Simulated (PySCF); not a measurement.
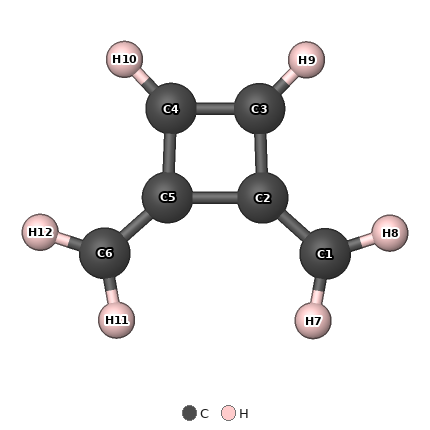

First-order isotropic EPR spectrum (fast tumbling, first derivative) of C₆H₆⁺, SMILES C=C1C=C[C]1[CH2+], doublet at 9.75 GHz, Lorentzian lines of 0.10 mT full width at half height, from computed g and hyperfine couplings (B3LYP/pcH-1 (IGLO-III on C) with PySCF 2.14.0, at a PBE0-D3(BJ)/def2-SVP geometry (no frequency check), gas phase); values of one conformer, averaged over methyl-type rotors alone; no vibrational averaging; dilute isotopes left out. The SMILES is one Lewis form and needn't show where the spin sits.

Give g and the hyperfine couplings.

g_iso = 2.0026, which centres the spectrum at 347.9 mT; it spans 4.1 mT.

```tsv
nuclei	isotope	a (mT)	a (MHz)
H7, H11	¹H	−0.70	−19.6
H9, H10	¹H	−0.69	−19.4
H8, H12	¹H	−0.67	−18.7
```

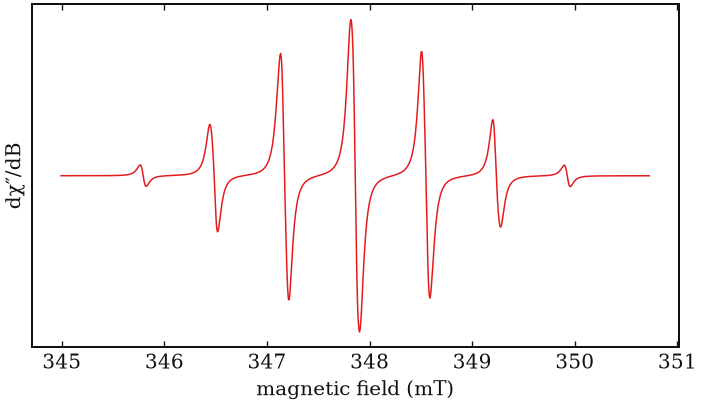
